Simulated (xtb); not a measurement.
## Run report: CH$_{5}$NOSi$_{2}$, energy and gradient calculation

System: CH$_{5}$NOSi$_{2}$, SMILES N#C[SiH2]O[SiH3].
Method: GFN-FF (xtb 6.7.1).

The geometry comes from this level: GFN2-xTB.

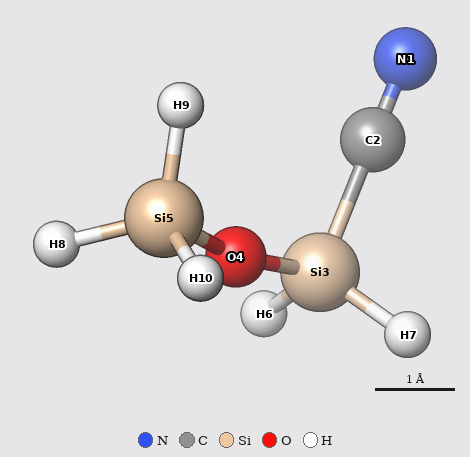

**Figure 1.** The structure as given in the input (ball-and-stick view, seen at a tilt; atoms are numbered from 1 in the order of the input).

The input (mol.xyz)
```
10
start
N     -2.659050    -0.625560     1.813540
C     -1.791560     0.018120     1.432450
Si    -0.376920     1.080890     0.818350
O      0.420400     0.245830    -0.303990
Si     1.081390    -0.872640    -1.284280
H     -0.943840     2.256260     0.165600
H      0.518770     1.316910     1.945950
H      0.989900    -0.296750    -2.623030
H      0.301140    -2.096890    -1.137770
H      2.459780    -1.026180    -0.826830
```

File input.inp
```
$chrg 0
$spin 0
$end
```

Run as:
```bash
xtb mol.xyz --grad --gff -I input.inp -P 1 > xtb.out 2> xtb.err
```

Log
```
* xtb version 6.7.1
   ID    Z sym.   atoms
    1    7 N      1
    2    6 C      2
    3   14 Si     3, 5
    4    8 O      4
    5    1 H      6-10

           -------------------------------------------------
          |                Calculation Setup                |
           -------------------------------------------------

          program call               : xtb mol.xyz --grad --gff -I input.inp -P 1
          coordinate file            : mol.xyz
          omp threads                :                     1

          ==================== Thresholds ====================
          CN  :   150.00000
          rep :   500.00000
          disp:  2500.00000
          HB1 :   250.00000
          HB2 :   450.00000

          Pauling EN used:
          Z : 1  EN :  2.20
          Z : 6  EN :  2.55
          Z : 7  EN :  3.04
          Z : 8  EN :  3.44
          Z :14  EN :  1.90
          electric field strengths (au): 0.000

           -------------------------------------------------
          |           Force Field Initialization            |
           -------------------------------------------------

          distances ...
          ----------------------------------------
          generating topology and atomic info file ...
          pair mat ...
          computing topology distances matrix with Floyd-Warshall algo ...
          making topology EEQ charges ...
          #fragments for EEQ constrain: 1
          ----------------------------------------
          generating topology and atomic info file ...
          pair mat ...
          computing topology distances matrix with Floyd-Warshall algo ...
          making topology EEQ charges ...
          #fragments for EEQ constrain: 1
          rings ...
          # BATM   38
          # H in HB   5

  atom   neighbors  erfCN metchar sp-hybrid imet pi  qest     coordinates
    1  N       1    0.98   0.00         1    0    1  -0.271   -5.024876   -1.182137    3.427094
    2  C       2    1.92   0.00         1    0    1   0.057   -3.385558    0.034242    2.706938
    3  Si      4    3.50   0.04         3    0    0   0.252   -0.712276    2.042586    1.546457
    4  O       2    1.92   0.00         3    0    0  -0.364    0.794441    0.464551   -0.574458
    5  Si      4    3.49   0.04         3    0    0   0.215    2.043531   -1.649051   -2.426937
    6  H       1    0.96   0.01         0    0    0   0.023   -1.783599    4.263713    0.312939
    7  H       1    0.96   0.01         0    0    0   0.023    0.980333    2.488599    3.677313
    8  H       1    0.96   0.01         0    0    0   0.022    1.870640   -0.560776   -4.956808
    9  H       1    0.96   0.01         0    0    0   0.022    0.569072   -3.962548   -2.150074
   10  H       1    0.96   0.01         0    0    0   0.022    4.648311   -1.939199   -1.562482

          #atoms :   10
          #bonds :   9
          #angl  :   14
          #tors  :   6
          #nmol  :   1
          #optfrag :   1
           -------------------------------------------------
          |                   G F N - F F                   |
          |          A general generic force-field          |
          |                  Version 1.0.3                  |
           -------------------------------------------------
          Number of HB bonds (bound hydrogen)     222
          Number of HB bonds (unbound hydrogen)   48
          Number of XB bonds                      0

 E+G (total)                   0 d,  0 h,  0 min,  0.000 sec
 distance/D3 list               ...        0 min,  0.000 sec (  0.779%)
 non bonded repulsion           ...        0 min,  0.000 sec ( 11.928%)
 dCN                            ...        0 min,  0.000 sec (  3.597%)
 EEQ energy and q               ...        0 min,  0.000 sec ( 10.729%)
 D3                             ...        0 min,  0.000 sec ( 11.026%)
 EEQ gradient                   ...        0 min,  0.000 sec (  1.963%)
 bonds                          ...        0 min,  0.000 sec (  6.943%)
 bend and torsion               ...        0 min,  0.000 sec ( 13.055%)
 bonded ATM                     ...        0 min,  0.000 sec (  6.163%)
 HB/XB (incl list setup)        ...        0 min,  0.000 sec ( 24.773%)

         :::::::::::::::::::::::::::::::::::::::::::::::::::::
         ::                     SUMMARY                     ::
         :::::::::::::::::::::::::::::::::::::::::::::::::::::
         :: total energy              -1.359833420612 Eh    ::
         :: gradient norm              0.088133874344 Eh/a0 ::
         ::.................................................::
         :: bond energy               -1.384135205683 Eh    ::
         :: angle energy               0.038065779269 Eh    ::
         :: torsion energy             0.000177125078 Eh    ::
         :: repulsion energy           0.074962308808 Eh    ::
         :: electrostat energy        -0.084828902075 Eh    ::
         :: dispersion energy         -0.004817161922 Eh    ::
         :: HB energy                  0.000000000000 Eh    ::
         :: XB energy                  0.000000000000 Eh    ::
         :: bonded atm energy          0.000742635914 Eh    ::
         :: external energy            0.000000000000 Eh    ::
         :: add. restraining           0.000000000000 Eh    ::
         :: total charge               0.000000000000 e     ::
         :::::::::::::::::::::::::::::::::::::::::::::::::::::

           -------------------------------------------------
          |                Property Printout                |
           -------------------------------------------------

molecular dipole:
                 x           y           z       tot (Debye)
 q only:        1.446       0.387      -0.902       4.442

           -------------------------------------------------
          | TOTAL ENERGY               -1.359833420612 Eh   |
          | GRADIENT NORM               0.088133874344 Eh/α |
           -------------------------------------------------
########################################################################
[WARNING] Runtime exception occurred
-1- gfnff_setup: Could not read topology file.
########################################################################

------------------------------------------------------------------------
------------------------------------------------------------------------
 total:
 *  cpu-time:     0 d,  0 h,  0 min,  0.003 sec
 * ratio c/w:     0.999 speedup
 SCF:
 *  cpu-time:     0 d,  0 h,  0 min,  0.000 sec
 * ratio c/w:     0.999 speedup
```

Standard error
```
normal termination of xtb
```

Summary

```json
{"quantity": "outcome", "value": "converged"}
{"quantity": "total energy", "value": "−1.359833 hartree"}
{"quantity": "dispersion energy", "value": "−0.004817 hartree"}
{"quantity": "largest force", "value": "3.214 eV/Å"}
{"quantity": "dipole moment", "value": "4.44 D"}
{"quantity": "hardware", "value": "1 thread of Intel Xeon @ 2.50GHz (Skylake/Cascade Lake), 16 GiB of memory available, shared host"}
{"quantity": "peak memory", "value": "0.07 GiB"}
```
